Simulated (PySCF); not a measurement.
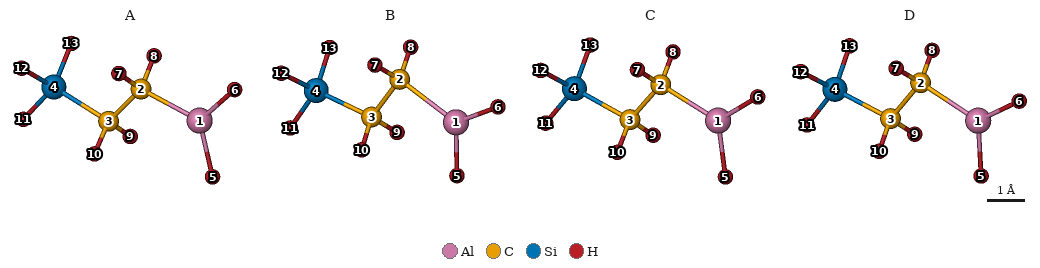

4 geometries from one relaxation of C2H9AlSi, in shuffled order. A ball-and-stick model, seen at a tilt.

The start comes from GFN2-xTB. Its atoms were then displaced at random by about 0.01 Å.

Computed with PySCF 2.14.0, density-fitted response routines, PBE0-D3(BJ)/def2-SVP geometry optimisation, gas phase. 

> Order the frames from highest to lowest energy.

B, D, C, A. They are steps 0, 1, 2, 6, at +5.96 kcal/mol, +1.73 kcal/mol, +0.60 kcal/mol relative to the last. The largest move after the best rigid fit is that of H5, 0.50 Å. By element the largest moves are H 0.50 Å, C 0.27 Å, Al 0.14 Å, Si 0.12 Å. Among the contacts that change: Al1–H5 1.524 → 1.595 Å, Al1–C2 2.023 → 1.967 Å, C3–Si4 1.846 → 1.889 Å, Al1–H6 1.556 → 1.594 Å. Among the angles between lasting bonds that change: Al1–C2–C3 100.0° → 117.0°, Al1–C2–H7 116.2° → 107.3°, Al1–C2–H8 115.3° → 107.0°. The energy falls by 5.96 kcal/mol in 6 geometry steps.
